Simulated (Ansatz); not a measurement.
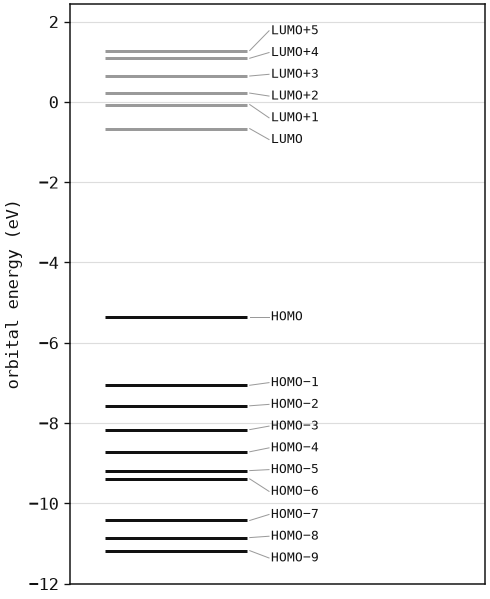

Kohn-Sham orbital energies near the frontier, PBE/def2-TZVPP, the Ansatz code, at a PBE0-D4/def2-TZVP geometry (a minimum by its frequencies), isolated molecule; empty levels in grey, levels within 0.03 eV side by side.

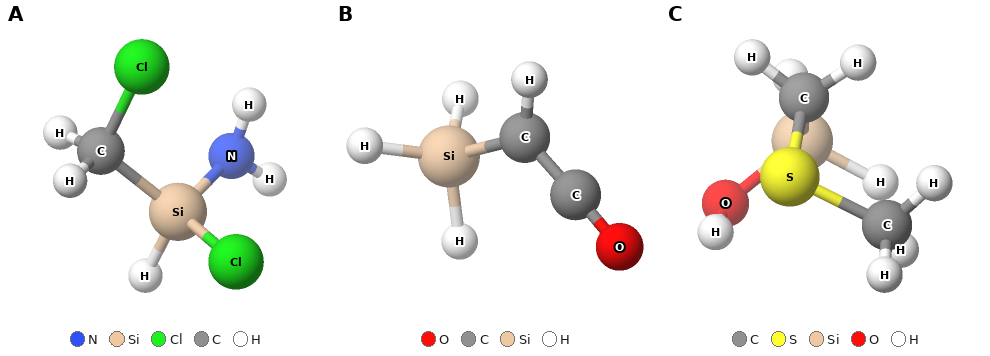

> Which molecule has this level scheme? Choose among the lettered structures.

Structure C, C₂H₈OSSi, SMILES CSC[SiH2]O. HOMO −5.35 eV, LUMO −0.67 eV, separation 4.69 eV.

Known limits of this run: one conformer of a flexible molecule; empty levels above zero depend strongly on the basis.
